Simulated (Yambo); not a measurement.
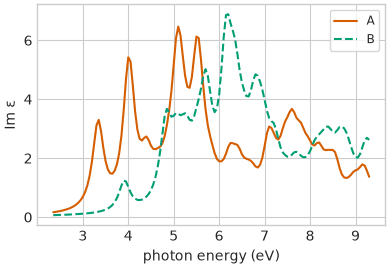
*Two computed absorption spectra of Rb₂Te (anti-fluorite, space group Fm-3m, No. 225) under isotropic strain of -0.7 % on all lattice vectors (Yambo, PBEsol bands with the same scissor, field along x)*

Task: Which curve includes the electron-hole attraction (BSE)?

Result: Curve A: the attraction moves weight to lower energy (centre of the plotted range 5.9 eV against 6.6 eV). Settings: 4×4×4 mesh, 3 valence and 12 conduction bands, static screening with 75 bands and a 4 Ry block, scissor 1.72 eV, Tamm-Dancoff. The scissor comes from a G0W0 run whose convergence isn't established. Broadening 0.15 eV. The band window holds all transitions up to 11.3 eV. On this mesh the peak heights and the fine structure are mesh artefacts; only the shift of weight is robust.

The standard potential for Te keeps a d shell in the valence without the s and p states of that shell. In tests on such compounds this moved G0W0 gaps by up to about 0.9 eV, so absolute quasiparticle energies here are unreliable; differences between settings are what counts.

Spin-orbit coupling is not included.

Geometry strained from the cell relaxed with PBEsol, atoms relaxed again; primitive cell a = 5.919 Å, b = 5.919 Å, c = 5.919 Å, α = 60.00°, β = 60.00°, γ = 60.00°.

The structure is a Materials Project entry; no match was found in the copy of COD used, and its stability was not checked.
